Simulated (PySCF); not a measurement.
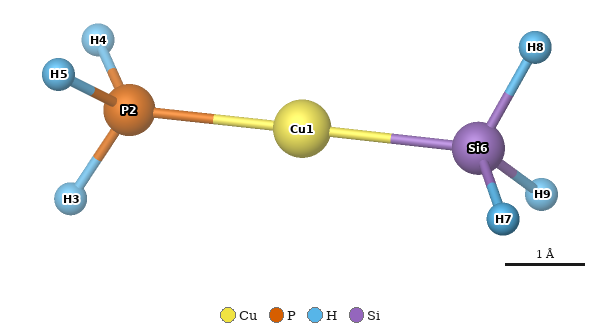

**Figure 1.** The structure (ball-and-stick view, seen at a tilt; atoms are numbered from 1 in the order of the input). Sticks mark near contacts. Bond lengths as drawn: Cu–P 2.26 Å, Cu–Si 2.30 Å, H–P 1.42 Å and H–Si 1.51 Å.

**Two runs on CuSiPH6**

System: CuSiPH6 (Cu(PH3)(SiH3)).
Method of run A: GIAO B3LYP/pcSseg-1 Cu:pcSseg-2 NMR shielding, non-relativistic, gas phase (PySCF 2.14.0).

The geometry comes from this level: PBE0-D3(BJ)/def2-SVP. Text and figures count atoms from 1; the logs count them from 0 in places.

**The input, run A**
```
{"job": {"kind": "nmr", "xc": "B3LYP", "basis": {"default": "pcSseg-1", "Cu": "pcSseg-2"}, "pop": false}, "charge": 0, "multiplicity": 1}
Cu     0.008543     0.019991    -0.007995
P      0.000956    -0.008928     2.251603
H      0.809629    -0.951611     2.939647
H     -1.213535    -0.266015     2.940705
H      0.391597     1.143234     2.983752
Si     0.002508     0.017185    -2.305548
H      1.320091     0.387939    -2.940066
H     -0.982732     0.972176    -2.932814
H     -0.337058    -1.313971    -2.929294
```

The first line tells a small driver script what to run in PySCF; the rest is the geometry in Å.

Hardware: 1 CPU thread, shared host.

**Output (run A)**
```
coarse grid: 35096 points
cycle   1  E = -2273.3710153586  dE =  1.113e+00  |g| = 4.679e+00  |ddm| = 2.987e+00
cycle   2  E = -2268.5022437108  dE =  4.869e+00  |g| = 9.462e+00  |ddm| = 4.378e+00
cycle   3  E = -2274.7928766817  dE = -6.291e+00  |g| = 1.860e+00  |ddm| = 2.950e+00
cycle   4  E = -2275.0877967646  dE = -2.949e-01  |g| = 2.437e-01  |ddm| = 8.130e-01
cycle   5  E = -2275.0948712233  dE = -7.074e-03  |g| = 1.657e-01  |ddm| = 4.412e-01
cycle   6  E = -2275.0996545487  dE = -4.783e-03  |g| = 2.674e-02  |ddm| = 1.507e-01
cycle   7  E = -2275.0997646976  dE = -1.101e-04  |g| = 4.511e-03  |ddm| = 2.696e-02
cycle   8  E = -2275.0997682171  dE = -3.519e-06  |g| = 9.700e-04  |ddm| = 4.362e-03
final grid: 69128 points
cycle   9  E = -2275.0997816800  dE =  5.760e-07  |g| = 3.081e-03  |ddm| = 1.341e-03
cycle  10  E = -2275.0997740153  dE =  7.665e-06  |g| = 1.065e-02  |ddm| = 4.185e-03
cycle  11  E = -2275.0997823821  dE = -8.367e-06  |g| = 1.212e-04  |ddm| = 3.319e-03
cycle  12  E = -2275.0997823862  dE = -4.127e-09  |g| = 3.062e-05  |ddm| = 2.084e-04
cycle  13  E = -2275.0997823864  dE = -1.228e-10  |g| = 5.424e-06  |ddm| = 2.384e-05
converged SCF energy = -2275.0997823864

GIAO shielding tensors (ppm)
atom      isotropic    diamagn.    paramagn.     s11        s22        s33       span
  0 Cu    1263.604    2405.720   -1142.115    755.589    756.788   2278.436   1522.847
  1 P      535.694     967.058    -431.364    520.686    543.122    543.274     22.588
  2 H       28.265      27.794       0.471     23.749     24.706     36.339     12.590
  3 H       28.265      27.798       0.467     23.750     24.709     36.337     12.587
  4 H       28.264      27.741       0.523     23.753     24.661     36.378     12.625
  5 Si     473.602     879.828    -406.226    467.216    467.340    486.249     19.033
  6 H       28.636      28.800      -0.164     25.285     26.107     34.516      9.231
  7 H       28.635      28.804      -0.169     25.282     26.110     34.513      9.230
  8 H       28.632      28.819      -0.187     25.278     26.119     34.499      9.221
```

For run B the input was changed thus:
```diff
-"xc": "B3LYP"
+"xc": "PBE"
```

How does run B compare with run A?

The total energies belong to different methods, so their difference says nothing on which is more stable or more accurate. The HOMO goes from −5.99 to −5.26 eV. The LUMO goes from −0.92 to −1.57 eV. The dipole moment goes from 7.26 to 6.85 D. Of all shieldings, the largest change is that of Cu1, by −183.7 ppm. The functional changes from B3LYP to PBE. Exact exchange removes part of the self-interaction error of semilocal functionals, which pushes filled and empty levels apart. The SCF takes 23 iterations against 13.

**Output (run B)**
```
coarse grid: 35096 points
cycle   1  E = -2254.3069131002  dE =  1.954e+01  |g| = 1.171e+01  |ddm| = 9.554e+00
cycle   2  E = -2171.4759827042  dE =  8.283e+01  |g| = 2.878e+01  |ddm| = 1.536e+01
cycle   3  E = -2250.7191835489  dE = -7.924e+01  |g| = 1.503e+01  |ddm| = 8.448e+00
cycle   4  E = -2260.9577834771  dE = -1.024e+01  |g| = 9.035e+00  |ddm| = 4.455e+00
cycle   5  E = -2240.9122411525  dE =  2.005e+01  |g| = 9.264e+00  |ddm| = 1.073e+01
cycle   6  E = -2270.4986592981  dE = -2.959e+01  |g| = 4.514e+00  |ddm| = 9.847e+00
cycle   7  E = -2262.1419192543  dE =  8.357e+00  |g| = 3.515e+00  |ddm| = 1.578e+01
cycle   8  E = -2264.5375984925  dE = -2.396e+00  |g| = 3.647e+00  |ddm| = 1.839e+01
cycle   9  E = -2274.3744225944  dE = -9.837e+00  |g| = 6.382e-01  |ddm| = 1.058e+01
cycle  10  E = -2274.2644501556  dE =  1.100e-01  |g| = 9.550e-01  |ddm| = 1.390e+00
cycle  11  E = -2274.2729424703  dE = -8.492e-03  |g| = 9.510e-01  |ddm| = 1.285e-01
cycle  12  E = -2274.2439625050  dE =  2.898e-02  |g| = 1.154e+00  |ddm| = 4.801e-01
cycle  13  E = -2274.4184449541  dE = -1.745e-01  |g| = 2.900e-01  |ddm| = 7.858e-01
cycle  14  E = -2274.4425719139  dE = -2.413e-02  |g| = 1.124e-01  |ddm| = 6.077e-01
cycle  15  E = -2274.4446134643  dE = -2.042e-03  |g| = 3.850e-02  |ddm| = 1.499e-01
cycle  16  E = -2274.4448847365  dE = -2.713e-04  |g| = 1.931e-02  |ddm| = 5.768e-02
cycle  17  E = -2274.4449301399  dE = -4.540e-05  |g| = 2.121e-03  |ddm| = 1.368e-02
cycle  18  E = -2274.4449311668  dE = -1.027e-06  |g| = 7.190e-04  |ddm| = 2.694e-03
final grid: 69128 points
cycle  19  E = -2274.4449446084  dE =  3.165e-07  |g| = 2.260e-03  |ddm| = 1.640e-03
cycle  20  E = -2274.4449370386  dE =  7.570e-06  |g| = 1.002e-02  |ddm| = 4.783e-03
cycle  21  E = -2274.4449449901  dE = -7.951e-06  |g| = 5.580e-04  |ddm| = 4.045e-03
cycle  22  E = -2274.4449450575  dE = -6.746e-08  |g| = 4.911e-05  |ddm| = 5.810e-04
cycle  23  E = -2274.4449450581  dE = -5.302e-10  |g| = 1.541e-05  |ddm| = 5.747e-05
converged SCF energy = -2274.4449450581

GIAO shielding tensors (ppm)
atom      isotropic    diamagn.    paramagn.     s11        s22        s33       span
  0 Cu    1079.886    2404.924   -1325.039    512.374    514.281   2213.002   1700.628
  1 P      548.100     967.728    -419.627    533.514    555.264    555.523     22.009
  2 H       27.892      27.571       0.321     23.184     24.305     36.187     13.004
  3 H       27.892      27.575       0.317     23.184     24.308     36.184     13.000
  4 H       27.890      27.518       0.372     23.184     24.257     36.230     13.046
  5 Si     473.887     880.940    -407.054    466.421    466.571    488.668     22.247
  6 H       28.273      28.487      -0.214     24.881     25.744     34.195      9.314
  7 H       28.272      28.490      -0.218     24.878     25.747     34.191      9.313
  8 H       28.268      28.506      -0.238     24.874     25.755     34.175      9.301
```

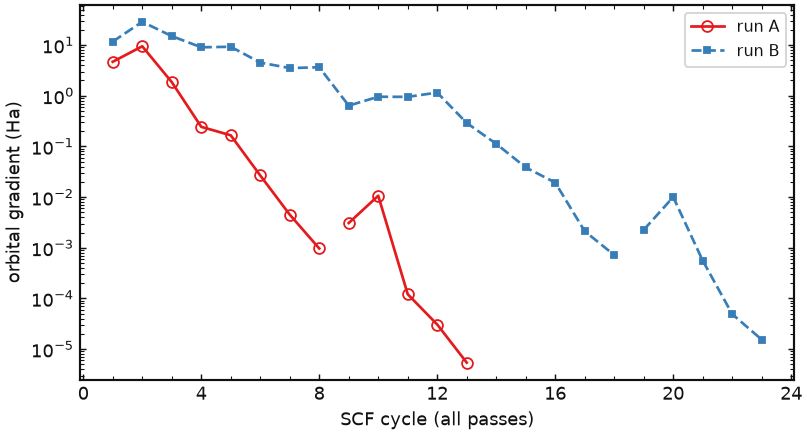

**Figure 2.** Convergence of the two runs: orbital gradient against the SCF cycle. A break in a curve parts two SCF passes (coarse and final grid). Run A takes 13 cycles in all, and run B takes 23.

**The two runs side by side**

| quantity | run A | run B |
| --- | --- | --- |
| outcome | converged | converged |
| total energy (hartree) | −2275.099782 | −2274.444945 |
| HOMO (eV) | −5.99 | −5.26 |
| LUMO (eV) | −0.92 | −1.57 |
| dipole moment (D) | 7.26 | 6.85 |
| shielding of Cu1 (ppm) | 1263.6 | 1079.9 |
| shielding of P2 (ppm) | 535.7 | 548.1 |
| shielding of H3 (ppm) | 28.3 | 27.9 |
| shielding of H4 (ppm) | 28.3 | 27.9 |
| shielding of H5 (ppm) | 28.3 | 27.9 |
| shielding of H8 (ppm) | 28.6 | 28.3 |
| shielding of H9 (ppm) | 28.6 | 28.3 |
| SCF iterations | 13 | 23 |
| basis functions | 151 | 151 |
| wall time (shared host) | 17 s | 31 s |
